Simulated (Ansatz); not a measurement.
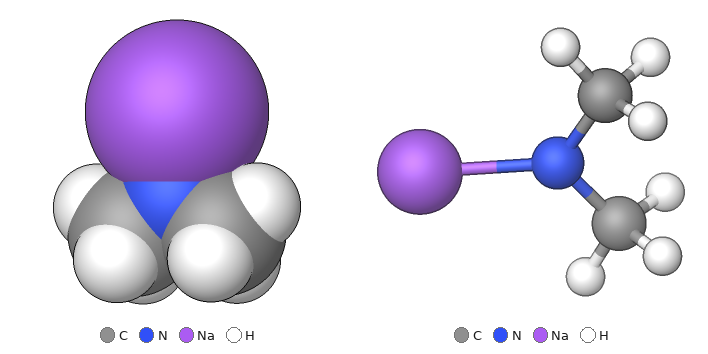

Two views of one molecule.

The geometry was computed by an optimisation with PBE0-D4/def2-TZVP. No frequency run is at hand to confirm it as a minimum.

> Count the atoms of each element.

C₂H₆NNa, 10 atoms: 2 carbon, 6 hydrogen, 1 nitrogen and 1 sodium.

> Count the bonded pairs by element.

6 C–H, 2 C–N, 1 N–Na.

> How many atoms are distinct by symmetry?

5: 2 C, 1 N, 1 Na, 4 H, 2 H.

> What is the point group of this geometry?

C2v.

> Write the SMILES.

C[N](C)[Na]

The parts below concern this one geometry. Atoms keep their numbers from picture to picture.

**Shape**

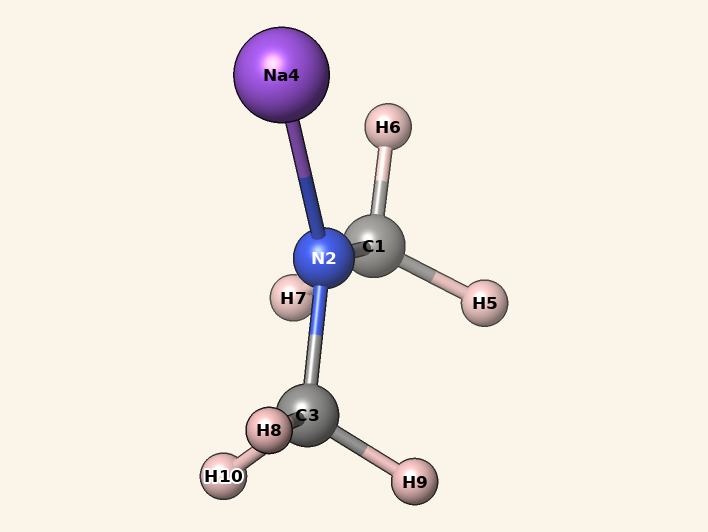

C1 lies behind N2. The molecule seen a little off the N2–C1 bond, N2 in front. Distant atoms are faded towards the background colour. No frequency run is at hand to confirm it as a minimum.

> What is the torsion angle Na4–N2–C1–H5? The sign is positive where the front bond must turn clockwise to cover the back bond.

120°, anticlinal.

**Dipole moment**

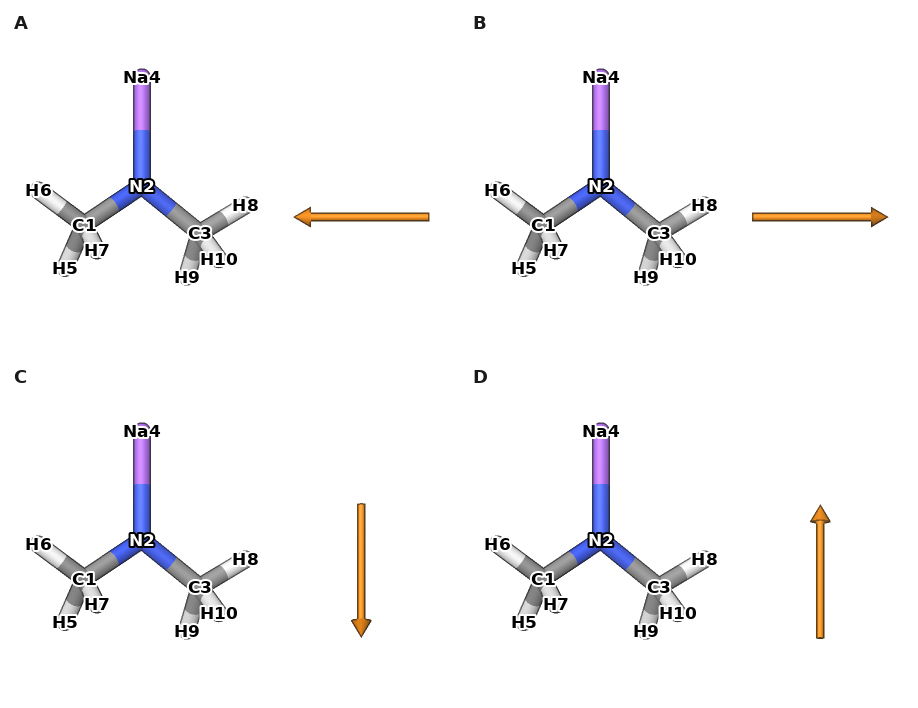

The same molecule four times, each with an arrow. No frequency run is at hand to confirm it as a minimum. Method: RKS PBE0-D4/def2-TZVP (Ansatz 0.2.0).

> Which arrow points along the dipole moment, from the negative to the positive end?

D. The dipole moment is 7.61 D; it points from the side of H5, H7, H9, H10 to the side of Na4 (the outermost atoms at the two ends).

**Charges**

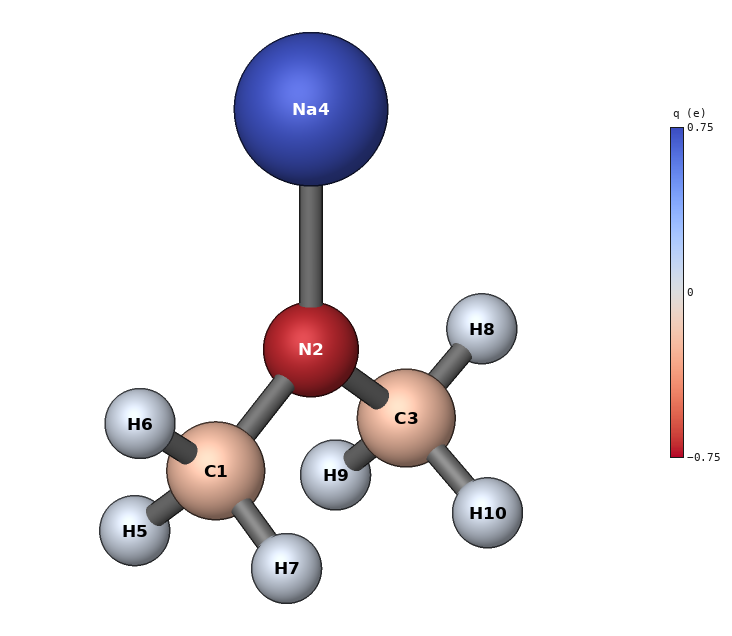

Atoms are coloured by their Mulliken charges. No frequency run is at hand to confirm it as a minimum. Properties computed with RKS PBE0-D4/def2-TZVP (Ansatz 0.2.0).

Give the Mulliken charges atom by atom.

```
atom  value (e)
  C1      −0.21
  N2      −0.70
  C3      −0.21
 Na4       0.72
  H5       0.07
  H6       0.07
  H7       0.07
  H8       0.07
  H9       0.07
 H10       0.07
```

**Electronic properties**

No frequency run is at hand to confirm it as a minimum. Method: RKS B3LYP-D4/def2-TZVPP (Ansatz 0.2.0).

> What is the dispersion correction?

−25.7 kJ/mol.

Mulliken values depend strongly on the basis set and can even reverse the polarity of a bond.
